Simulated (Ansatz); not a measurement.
# C2H2BFO: single points with varied inputs

Aim: run C2H2BFO under a spread of inputs, and see what each costs and gives.

The runs use Ansatz 0.2.0, Gaussian basis; the settings change from run to run.

### 1 The relaxed structure

An earlier PBE0-D4 in a triple-zeta def2 set relaxation fixed the geometry.

SMILES `C#CB(O)F`, 7 atoms, charge 0, spin multiplicity 1.

Atoms are counted from 1 here; the program's logs count them from 0.

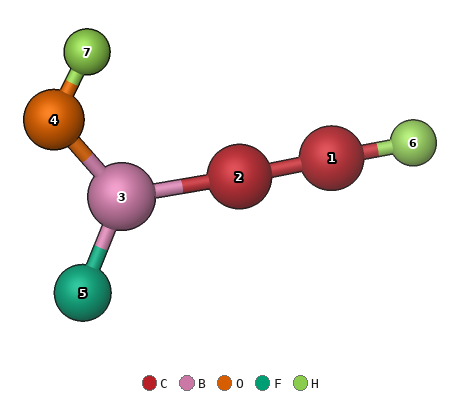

The geometry (carbon red, boron pink, oxygen orange, fluorine teal, hydrogen green); atoms are numbered from 1 in the order of the file.

### 2 BLYP/STO-3G

Set apart from the defaults: D3(BJ) with three-body dispersion, high accuracy.

Contents of in.yaml:

```yaml
crystal:
  periodic: [false, false, false]
  atoms:
    - {symbol: C, position_ang: [0.617958, -0.216488, 1.703173]}
    - {symbol: C, position_ang: [0.222450, 0.116562, 0.615594]}
    - {symbol: B, position_ang: [-0.283265, 0.497437, -0.779974]}
    - {symbol: O, position_ang: [-0.579038, -0.417324, -1.724751]}
    - {symbol: F, position_ang: [-0.445472, 1.771700, -1.097388]}
    - {symbol: H, position_ang: [0.968763, -0.499126, 2.669324]}
    - {symbol: H, position_ang: [-0.440096, -1.320761, -1.431577]}
basis:
  gaussian: {orbitals: STO-3G}
hamiltonian: {xc: {name: BLYP}, dispersion: d3bjatm}
accuracy: high
output: {forces: true}
```

The run is started by

```
$ ansatz run in.yaml --threads 2 --pin off --events-out ev --progress --plain --max-ram 4352MiB
```

Log (excerpt; [...] marks lines left out):

```text
Functional definition: BLYP
  name "BLYP"
  cite "Becke, Phys. Rev. A 38, 3098 (1988) doi:10.1103/PhysRevA.38.3098"
  cite "Lee, Yang & Parr, Phys. Rev. B 37, 785 (1988) doi:10.1103/PhysRevB.37.785"
[...]
524 factors; integrals over basis functions are off by at most 5.0e-8 eV
[...]
mean field -7442.44207706 eV, -273.5047016635 hartree, gradient 3.1e-8 eV, S^2 0.000000; 0 other end points of the search recorded, 0 dependent functions left out
[...]
reference -7442.44211745 eV, -273.5047031477 hartree; 18, 18 occupied and 9, 9 virtual orbitals, 524 factors
Total energy: -7442.66643454 eV, -273.5129466489 hartree
Atom 0 at     0.617958    -0.216488     1.703173 Å, force     0.420740    -0.333664     1.159349 eV/Å
Atom 1 at     0.222450     0.116562     0.615594 Å, force    -0.489616     0.269347    -1.362408 eV/Å
Atom 2 at    -0.283265     0.497437    -0.779974 Å, force     0.355578     0.592987     1.078361 eV/Å
Atom 3 at    -0.579038    -0.417324    -1.724751 Å, force    -1.056286     2.316838    -2.743018 eV/Å
Atom 4 at    -0.445472     1.771700    -1.097388 Å, force    -0.158668     0.893811    -0.350350 eV/Å
Atom 5 at     0.968763    -0.499126     2.669324 Å, force     0.318288    -0.261039     0.875942 eV/Å
Atom 6 at    -0.440096    -1.320761    -1.431577 Å, force     0.609964    -3.478281     1.342124 eV/Å
Dipole moment:     0.022178    -0.295780     0.029690 e Å
```

It took 1.1 s on 2 threads of Arm Neoverse V2, shared host.

Largest force 3.778 eV/Å, dipole 1.43 D.

### 3 B3LYP5/def2-TZVPD

Options: multiplicity 3.

Edit in.yaml of step 2 so:

```diff
@@ -11,5 +11,4 @@
 basis:
-  gaussian: {orbitals: STO-3G}
-hamiltonian: {xc: {name: BLYP}, dispersion: d3bjatm}
-accuracy: high
-output: {forces: true}
+  gaussian: {orbitals: def2-TZVPD}
+magnetization: {spin_polarized: true, initial_magnetization: 2}
+hamiltonian: {xc: {name: B3LYP5}}
```

The command is unchanged.

Log (excerpt; [...] marks lines left out):

```text
Functional definition: B3LYP5
  name "B3LYP5"
  cite "Stephens, Devlin, Chabalowski & Frisch, J. Phys. Chem. 98, 11623 (1994) doi:10.1021/j100096a001"
  cite "Becke, Phys. Rev. A 38, 3098 (1988) doi:10.1103/PhysRevA.38.3098"
  cite "Lee, Yang & Parr, Phys. Rev. B 37, 785 (1988) doi:10.1103/PhysRevB.37.785"
  cite "Vosko, Wilk & Nusair, Can. J. Phys. 58, 1200 (1980) doi:10.1139/p80-159"
[...]
996 factors; their error is unknown
[...]
mean field -7543.07993001 eV, -277.2030745445 hartree, gradient 9.7e-6 eV, S^2 2.005087; 2 other end points of the search recorded, 0 dependent functions left out
reference -7543.08020043 eV, -277.2030844822 hartree; 19, 17 occupied and 190, 192 virtual orbitals, 996 factors
Total energy: -7543.08020043 eV, -277.2030844822 hartree
```

Run time: 30 s. Hardware: 2 threads of Arm Neoverse V2, shared host; peak memory 0.68 GiB.

⟨S²⟩ 2.005.

### 4 BHLYP/def2-TZVP

Set apart from the defaults: atoms shaken by 0.15 Å, D3(BJ) dispersion, high accuracy.

Contents of in.yaml:

```yaml
crystal:
  periodic: [false, false, false]
  atoms:
    - {symbol: C, position_ang: [0.502043, -0.324452, 1.773884]}
    - {symbol: C, position_ang: [0.247319, 0.013049, 0.584381]}
    - {symbol: B, position_ang: [-0.421340, 0.695638, -0.311659]}
    - {symbol: O, position_ang: [-0.807489, -0.416513, -1.710703]}
    - {symbol: F, position_ang: [-0.422422, 1.651283, -1.006390]}
    - {symbol: H, position_ang: [0.803062, -0.496979, 2.699972]}
    - {symbol: H, position_ang: [-0.347805, -1.175545, -1.641196]}
basis:
  gaussian: {orbitals: def2-TZVP}
hamiltonian: {xc: {name: BHLYP}, dispersion: d3bj}
accuracy: high
output: {forces: true}
```

Launched as before.

Log (excerpt; [...] marks lines left out):

```text
Functional definition: BHLYP
  name "BHLYP"
  cite "Becke, J. Chem. Phys. 98, 1372 (1993) doi:10.1063/1.464304"
  cite "Becke, Phys. Rev. A 38, 3098 (1988) doi:10.1103/PhysRevA.38.3098"
  cite "Lee, Yang & Parr, Phys. Rev. B 37, 785 (1988) doi:10.1103/PhysRevB.37.785"
[...]
2783 factors; integrals over basis functions are off by at most 4.5e-9 eV
[...]
mean field -7542.82145254 eV, -277.1935756729 hartree, gradient 7.5e-8 eV, S^2 0.000000; 0 other end points of the search recorded, 0 dependent functions left out
[...]
reference -7542.82147891 eV, -277.1935766419 hartree; 18, 18 occupied and 149, 149 virtual orbitals, 2783 factors
Total energy: -7542.96956151 eV, -277.1990185770 hartree
Atom 0 at     0.502043    -0.324452     1.773884 Å, force    -1.815385     2.226019    -8.755795 eV/Å
Atom 1 at     0.247319     0.013049     0.584381 Å, force     4.741488    -4.870174    13.332209 eV/Å
Atom 2 at    -0.421340     0.695638    -0.311659 Å, force    -3.553818    -5.650713    -9.043934 eV/Å
Atom 3 at    -0.807489    -0.416513    -1.710703 Å, force    -1.876942     4.958244     2.766103 eV/Å
Atom 4 at    -0.422422     1.651283    -1.006390 Å, force    -0.460130     8.078042    -2.132845 eV/Å
Atom 5 at     0.803062    -0.496979     2.699972 Å, force     1.016743    -0.974569     3.331635 eV/Å
Atom 6 at    -0.347805    -1.175545    -1.641196 Å, force     1.948043    -3.766849     0.502627 eV/Å
Dipole moment:     0.361131     0.023206     1.082131 e Å
```

Wall time 11 s (2 threads of Arm Neoverse V2, shared host); peak memory 0.67 GiB.

Largest force 14.965 eV/Å, dipole 5.48 D.

### 5 RPBE/aug-cc-pVDZ

Options: a point charge of 2.00 e beside it, D3(BJ) dispersion.

Contents of in.yaml:

```yaml
crystal:
  periodic: [false, false, false]
  atoms:
    - {symbol: C, position_ang: [0.617958, -0.216488, 1.703173]}
    - {symbol: C, position_ang: [0.222450, 0.116562, 0.615594]}
    - {symbol: B, position_ang: [-0.283265, 0.497437, -0.779974]}
    - {symbol: O, position_ang: [-0.579038, -0.417324, -1.724751]}
    - {symbol: F, position_ang: [-0.445472, 1.771700, -1.097388]}
    - {symbol: H, position_ang: [0.968763, -0.499126, 2.669324]}
    - {symbol: H, position_ang: [-0.440096, -1.320761, -1.431577]}
basis:
  gaussian: {orbitals: aug-cc-pVDZ, point_charges: [{charge: 2.00, position_ang: [3.758, -0.096, -0.867]}]}
hamiltonian: {xc: {name: RPBE}, dispersion: d3bj}
output: {forces: true}
```

Same command.

Log (excerpt; [...] marks lines left out):

```text
Functional definition: RPBE
  name "RPBE"
  cite "Hammer, Hansen & Nørskov, Phys. Rev. B 59, 7413 (1999) doi:10.1103/PhysRevB.59.7413"
  cite "Perdew, Burke & Ernzerhof, Phys. Rev. Lett. 77, 3865 (1996) doi:10.1103/PhysRevLett.77.3865"
[...]
1126 factors; their error is unknown
[...]
mean field -7549.64071582 eV, -277.4441789763 hartree, gradient 2.2e-5 eV, S^2 0.000000; 0 other end points of the search recorded, 0 dependent functions left out
[...]
reference -7549.64080182 eV, -277.4441821365 hartree; 18, 18 occupied and 115, 115 virtual orbitals, 1126 factors
Total energy: -7550.22923689 eV, -277.4658067267 hartree
Atom 0 at     0.617958    -0.216488     1.703173 Å, force     1.386806    -1.162163     2.752352 eV/Å
Atom 1 at     0.222450     0.116562     0.615594 Å, force     0.340450     1.159911    -3.474511 eV/Å
Atom 2 at    -0.283265     0.497437    -0.779974 Å, force    -0.779752    -0.288515     0.002454 eV/Å
Atom 3 at    -0.579038    -0.417324    -1.724751 Å, force     0.332881    -0.023060    -0.616672 eV/Å
Atom 4 at    -0.445472     1.771700    -1.097388 Å, force     0.280571     1.035857    -0.060619 eV/Å
Atom 5 at     0.968763    -0.499126     2.669324 Å, force    -0.073207    -0.140175     0.754831 eV/Å
Atom 6 at    -0.440096    -1.320761    -1.431577 Å, force    -0.263673    -0.800595     0.217910 eV/Å
Dipole moment:    -0.797074    -0.456349     0.691520 e Å
```

Run time: 2.1 s. Hardware: 2 threads of Arm Neoverse V2, shared host.

Largest force 3.679 eV/Å, dipole 5.52 D.

### 6 revPBE/aug-pcseg-2

Options: density fitting with def2-universal-jkfit, relativity set to scalar.

Edit in.yaml of step 5 so:

```diff
@@ -11,4 +11,4 @@
 basis:
-  gaussian: {orbitals: aug-cc-pVDZ, point_charges: [{charge: 2.00, position_ang: [3.758, -0.096, -0.867]}]}
-hamiltonian: {xc: {name: RPBE}, dispersion: d3bj}
+  gaussian: {orbitals: aug-pcseg-2, fitting: {mean_field: def2-universal-jkfit}}
+hamiltonian: {xc: {name: revPBE}, pseudopotentials: {relativity: scalar}}
 output: {forces: true}
```

The command is unchanged.

Log (excerpt; [...] marks lines left out):

```text
Functional definition: revPBE
  name "revPBE"
  cite "Zhang & Yang, Phys. Rev. Lett. 80, 890 (1998) doi:10.1103/PhysRevLett.80.890"
  cite "Perdew, Burke & Ernzerhof, Phys. Rev. Lett. 77, 3865 (1996) doi:10.1103/PhysRevLett.77.3865"
[...]
415 factors; integrals over basis functions are off by at most 9.2e-1 eV
[...]
mean field -7553.58942654 eV, -277.5892914185 hartree, gradient 3.4e-5 eV, S^2 0.000000; 0 other end points of the search recorded, 0 dependent functions left out
[...]
reference -7553.58951122 eV, -277.5892945305 hartree; 18, 18 occupied and 258, 258 virtual orbitals, 415 factors
Total energy: -7553.58951122 eV, -277.5892945305 hartree
Relativity: scalar
Atom 0 at     0.617958    -0.216488     1.703173 Å, force     0.379478    -0.314902     1.044112 eV/Å
Atom 1 at     0.222450     0.116562     0.615594 Å, force    -0.355499     0.300690    -0.977302 eV/Å
Atom 2 at    -0.283265     0.497437    -0.779974 Å, force     0.212743    -0.207638     0.581584 eV/Å
Atom 3 at    -0.579038    -0.417324    -1.724751 Å, force    -0.256189    -0.168611    -0.747789 eV/Å
Atom 4 at    -0.445472     1.771700    -1.097388 Å, force    -0.113163     0.863268    -0.224354 eV/Å
Atom 5 at     0.968763    -0.499126     2.669324 Å, force     0.070881    -0.057164     0.195092 eV/Å
Atom 6 at    -0.440096    -1.320761    -1.431577 Å, force     0.061749    -0.415644     0.128655 eV/Å
Dipole moment:     0.123013    -0.463984     0.297541 e Å
```

Wall time 3.5 s (2 threads of Arm Neoverse V2, shared host); peak memory 0.32 GiB.

Largest force 1.155 eV/Å, dipole 2.71 D.

### 7 LC-wPBE/6-31G*

Options: coordinates scaled by 1.05, density fitting with def2-universal-jkfit, the search for lower states set to off.

Contents of in.yaml:

```yaml
crystal:
  periodic: [false, false, false]
  atoms:
    - {symbol: C, position_ang: [0.648855, -0.227312, 1.788332]}
    - {symbol: C, position_ang: [0.233573, 0.122390, 0.646373]}
    - {symbol: B, position_ang: [-0.297428, 0.522309, -0.818973]}
    - {symbol: O, position_ang: [-0.607990, -0.438190, -1.810988]}
    - {symbol: F, position_ang: [-0.467745, 1.860285, -1.152258]}
    - {symbol: H, position_ang: [1.017201, -0.524082, 2.802790]}
    - {symbol: H, position_ang: [-0.462101, -1.386799, -1.503156]}
basis:
  gaussian: {orbitals: "6-31G*", fitting: {mean_field: def2-universal-jkfit}}
hamiltonian: {xc: {name: LC-wPBE}}
scf: {lower_state_search: off}
output: {forces: true}
```

The command is unchanged.

Log (excerpt; [...] marks lines left out):

```text
Functional definition: LC-wPBE
  name "LC-wPBE"
  cite "Vydrov & Scuseria, J. Chem. Phys. 125, 234109 (2006) doi:10.1063/1.2409292"
  cite "Heyd & Scuseria, J. Chem. Phys. 120, 7274 (2004) doi:10.1063/1.1668634"
  cite "Ernzerhof & Perdew, J. Chem. Phys. 109, 3313 (1998) doi:10.1063/1.476928"
  cite "Perdew, Burke & Ernzerhof, Phys. Rev. Lett. 77, 3865 (1996) doi:10.1103/PhysRevLett.77.3865"
  parent pbe
[...]
415 factors; integrals over basis functions are off by at most 9.8e-2 eV
415 factors; integrals over basis functions are off by at most 1.3e-5 eV
[...]
mean field -7542.20187275 eV, -277.1708065357 hartree, gradient 4.2e-6 eV, S^2 0.000000; 0 other end points of the search recorded, 0 dependent functions left out
[...]
reference -7542.20187276 eV, -277.1708065358 hartree; 18, 18 occupied and 61, 61 virtual orbitals, 415 factors
Total energy: -7542.20187276 eV, -277.1708065358 hartree
Atom 0 at     0.648855    -0.227312     1.788332 Å, force    -1.300820     1.104198    -3.575873 eV/Å
Atom 1 at     0.233573     0.122390     0.646373 Å, force     1.221480    -1.088084     3.352468 eV/Å
Atom 2 at    -0.297428     0.522309    -0.818973 Å, force    -0.269637     0.084171    -0.757650 eV/Å
Atom 3 at    -0.607990    -0.438190    -1.810988 Å, force     0.814560     0.175007     2.337075 eV/Å
Atom 4 at    -0.467745     1.860285    -1.152258 Å, force     0.327829    -2.671684     0.630622 eV/Å
Atom 5 at     1.017201    -0.524082     2.802790 Å, force    -0.573704     0.466074    -1.579711 eV/Å
Atom 6 at    -0.462101    -1.386799    -1.503156 Å, force    -0.219707     1.930318    -0.406931 eV/Å
Dipole moment:     0.144649    -0.524676     0.352236 e Å
Checks for a lower state left out: stability, starts, cluster_reference, orbital_swaps, neighbouring_geometries, increment
```

Run time: 0.71 s. Hardware: 2 threads of Arm Neoverse V2, shared host.

Largest force 3.962 eV/Å, dipole 3.11 D.

### 8 BHLYP/def2-SVP

Set apart from the defaults: atoms shaken by 0.08 Å, a grid of angular degree 11.

Contents of in.yaml:

```yaml
crystal:
  periodic: [false, false, false]
  atoms:
    - {symbol: C, position_ang: [0.556859, -0.256471, 1.649591]}
    - {symbol: C, position_ang: [0.326611, 0.128028, 0.564000]}
    - {symbol: B, position_ang: [-0.228488, 0.555379, -0.861704]}
    - {symbol: O, position_ang: [-0.655996, -0.580787, -1.805717]}
    - {symbol: F, position_ang: [-0.464313, 1.735807, -0.976311]}
    - {symbol: H, position_ang: [0.974998, -0.525091, 2.540196]}
    - {symbol: H, position_ang: [-0.379176, -1.398610, -1.338061]}
basis:
  gaussian: {orbitals: def2-SVP, final_grid: {core_spheres: 5, valence_spheres: 4, degree: 11}}
hamiltonian: {xc: {name: BHLYP}}
output: {forces: true}
```

Same command.

Log (excerpt; [...] marks lines left out):

```text
Functional definition: BHLYP
  name "BHLYP"
  cite "Becke, J. Chem. Phys. 98, 1372 (1993) doi:10.1063/1.464304"
  cite "Becke, Phys. Rev. A 38, 3098 (1988) doi:10.1103/PhysRevA.38.3098"
  cite "Lee, Yang & Parr, Phys. Rev. B 37, 785 (1988) doi:10.1103/PhysRevB.37.785"
[...]
793 factors; integrals over basis functions are off by at most 1.1e-3 eV
[...]
mean field -7537.57283431 eV, -277.0006925106 hartree, gradient 6.8e-5 eV, S^2 0.000000; 0 other end points of the search recorded, 0 dependent functions left out
[...]
reference -7537.57296527 eV, -277.0006973233 hartree; 18, 18 occupied and 62, 62 virtual orbitals, 793 factors
Total energy: -7537.57296527 eV, -277.0006973233 hartree
Atom 0 at     0.556859    -0.256471     1.649591 Å, force     0.776655    -0.344418     1.238779 eV/Å
Atom 1 at     0.326611     0.128028     0.564000 Å, force    -1.428581     0.843142    -4.556923 eV/Å
Atom 2 at    -0.228488     0.555379    -0.861704 Å, force    -0.041341    -9.603803     0.271109 eV/Å
Atom 3 at    -0.655996    -0.580787    -1.805717 Å, force     1.877430     3.210416     3.451290 eV/Å
Atom 4 at    -0.464313     1.735807    -0.976311 Å, force    -1.321819     5.560986    -1.948301 eV/Å
Atom 5 at     0.974998    -0.525091     2.540196 Å, force     0.519356    -0.732607     2.249937 eV/Å
Atom 6 at    -0.379176    -1.398610    -1.338061 Å, force    -0.381700     1.066284    -0.705890 eV/Å
Dipole moment:     0.222929    -0.201229     0.324210 e Å
```

Wall time 0.66 s (2 threads of Arm Neoverse V2, shared host).

Largest force 9.608 eV/Å, dipole 2.12 D.

### 9 B3LYP/def2-mTZVP

Set apart from the defaults: charge +1, multiplicity 2, D4 dispersion, relativity set to scalar, the search for lower states set to light.

Contents of in.yaml:

```yaml
crystal:
  periodic: [false, false, false]
  atoms:
    - {symbol: C, position_ang: [0.617958, -0.216488, 1.703173]}
    - {symbol: C, position_ang: [0.222450, 0.116562, 0.615594]}
    - {symbol: B, position_ang: [-0.283265, 0.497437, -0.779974]}
    - {symbol: O, position_ang: [-0.579038, -0.417324, -1.724751]}
    - {symbol: F, position_ang: [-0.445472, 1.771700, -1.097388]}
    - {symbol: H, position_ang: [0.968763, -0.499126, 2.669324]}
    - {symbol: H, position_ang: [-0.440096, -1.320761, -1.431577]}
basis:
  gaussian: {orbitals: def2-mTZVP}
total_charge: 1
magnetization: {spin_polarized: true, initial_magnetization: 1}
hamiltonian: {xc: {name: B3LYP}, dispersion: d4, pseudopotentials: {relativity: scalar}}
scf: {lower_state_search: light}
```

Same command.

Log (excerpt; [...] marks lines left out):

```text
Functional definition: B3LYP
  name "B3LYP"
  cite "Stephens, Devlin, Chabalowski & Frisch, J. Phys. Chem. 98, 11623 (1994) doi:10.1021/j100096a001"
  cite "Becke, Phys. Rev. A 38, 3098 (1988) doi:10.1103/PhysRevA.38.3098"
  cite "Lee, Yang & Parr, Phys. Rev. B 37, 785 (1988) doi:10.1103/PhysRevB.37.785"
  cite "Vosko, Wilk & Nusair, Can. J. Phys. 58, 1200 (1980) doi:10.1139/p80-159"
[...]
925 factors; their error is unknown
[...]
mean field -7544.47815594 eV, -277.2544583999 hartree, gradient 4.4e-6 eV, S^2 0.752105; 7 other end points of the search recorded, 0 dependent functions left out
reference -7544.47837216 eV, -277.2544663458 hartree; 18, 17 occupied and 88, 89 virtual orbitals, 925 factors
Total energy: -7544.62732457 eV, -277.2599402459 hartree
Relativity: scalar
```

Run time: 10 s. Hardware: 2 threads of Arm Neoverse V2, shared host; peak memory 0.31 GiB.

⟨S²⟩ 0.752.

### 10 revPBE/x2c-TZVPPall

This run has a point charge of -1.00 e beside it, D3(BJ) with three-body dispersion.

Edit in.yaml of step 9 so:

```diff
@@ -11,6 +11,3 @@
 basis:
-  gaussian: {orbitals: def2-mTZVP}
-total_charge: 1
-magnetization: {spin_polarized: true, initial_magnetization: 1}
-hamiltonian: {xc: {name: B3LYP}, dispersion: d4, pseudopotentials: {relativity: scalar}}
-scf: {lower_state_search: light}
+  gaussian: {orbitals: x2c-TZVPPall, point_charges: [{charge: -1.00, position_ang: [4.220, 0.934, 0.564]}]}
+hamiltonian: {xc: {name: revPBE}, dispersion: d3bjatm}
```

Launched as before.

Log:

```text
Functional definition: revPBE
  name "revPBE"
  cite "Zhang & Yang, Phys. Rev. Lett. 80, 890 (1998) doi:10.1103/PhysRevLett.80.890"
  cite "Perdew, Burke & Ernzerhof, Phys. Rev. Lett. 77, 3865 (1996) doi:10.1103/PhysRevLett.77.3865"
  parameter kappa = 1.245
  parameter beta = 0.06672455060314922
  exchange = pbe_x(kappa = kappa, mu = beta*pi^2/3)
  correlation = pbe_c(beta = beta)
955 factors; their error is unknown
mean field evaluation 1: about -7543.4166 eV, gradient 7.5e1 eV
mean field evaluation 2: about -7523.0574 eV, gradient 1.2e2 eV
mean field evaluation 4: about -7553.4427 eV, gradient 1.4e1 eV
mean field evaluation 8: about -7553.9002 eV, gradient 1.8e-1 eV
mean field evaluation 16: about -7553.8885 eV, gradient 1.6e-4 eV
mean field -7553.88854427 eV, -277.6002837925 hartree, gradient 4.8e-5 eV, S^2 0.000000; 0 other end points of the search recorded, 0 dependent functions left out
reference -7553.88859338 eV, -277.6002855970 hartree; 18, 18 occupied and 165, 165 virtual orbitals, 955 factors
Total energy: -7554.15829188 eV, -277.6101968341 hartree
Relativity: scalar
```

It took 1.6 s on 2 threads of Arm Neoverse V2, shared host.

### 11 All runs side by side

| level | charge | multiplicity | geometry | functions | energy (eV) | time |
| --- | --- | --- | --- | --- | --- | --- |
| BLYP/STO-3G | 0 | 1 | relaxed | 27 | -7442.666 | 1.1 s |
| B3LYP5/def2-TZVPD | 0 | 3 | relaxed | 209 | -7543.080 | 30 s |
| BHLYP/def2-TZVP | 0 | 1 | shaken | 167 | -7542.970 | 11 s |
| RPBE/aug-cc-pVDZ | 0 | 1 | relaxed, point charge | 133 | -7550.229 | 2.1 s |
| revPBE/aug-pcseg-2 | 0 | 1 | relaxed | 276 | -7553.590 | 3.5 s |
| LC-wPBE/6-31G* | 0 | 1 | scaled | 79 | -7542.202 | 0.71 s |
| BHLYP/def2-SVP | 0 | 1 | shaken | 80 | -7537.573 | 0.66 s |
| B3LYP/def2-mTZVP | 1 | 2 | relaxed | 106 | -7544.627 | 10 s |
| revPBE/x2c-TZVPPall | 0 | 1 | relaxed, point charge | 183 | -7554.158 | 1.6 s |

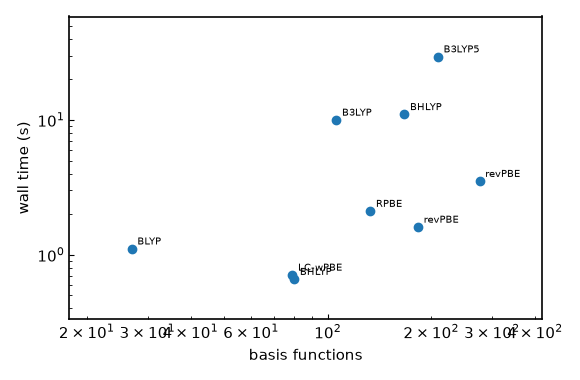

Wall time against the number of basis functions (shared host).

### 12 What came out

| quantity | value |
| --- | --- |
| runs | 9 |
| quickest | BHLYP/def2-SVP, 0.66 s |
| slowest | B3LYP5/def2-TZVPD, 30 s |
| spread of total energies, same state and geometry | 110.9 eV |
| dipole, same state and geometry | 1.43 to 2.71 D |

B3LYP5/def2-TZVPD took 45 times as long as BHLYP/def2-SVP. The jobs differ in tasks and options as well as level. Total energies at one charge and spin differ by 111 eV between levels, so only differences within one level mean anything. At the PBE0-D4/def2-TZVP geometry and in the same state, runs without warnings or point charges leave forces up to 3.78 eV/Å (BLYP/STO-3G), against 15.0 eV/Å where the atoms were moved.
